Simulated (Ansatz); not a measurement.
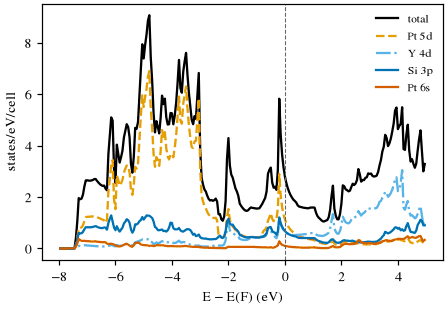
Total and projected density of states of YSi2Pt2 in space group I4/mmm (No. 139; Y on 2a, Si on 4e, Pt on 4d), LDA in the plane-wave PAW code Ansatz

Task: Which orbitals carry the states next to the Fermi level?

Result: Within 0.5 eV of the Fermi level: Pt 5d 42 %, Si 3p 24 %, Y 4d 23 %. Projections are on Löwdin-orthogonalised atomic valence shells; empty p or d shells of many metals are not among them.

Task: Where is the tallest occupied peak in this window, and what makes it?

Result: Near -4.8 eV, about 9.1 states/eV per cell; the largest projected share is Pt 5d.

The workflow started from an entry of the Crystallography Open Database (COD). Its standing as an ambient phase is unchecked. The LDA relaxation kept the symmetry of its start; of distortions, only those at the zone centre were tested. The run is not spin-polarised. Scalar-relativistic: spin–orbit coupling is off unless named, which matters more the heavier the elements.

Potentials: the later of the program's two PAW sets.
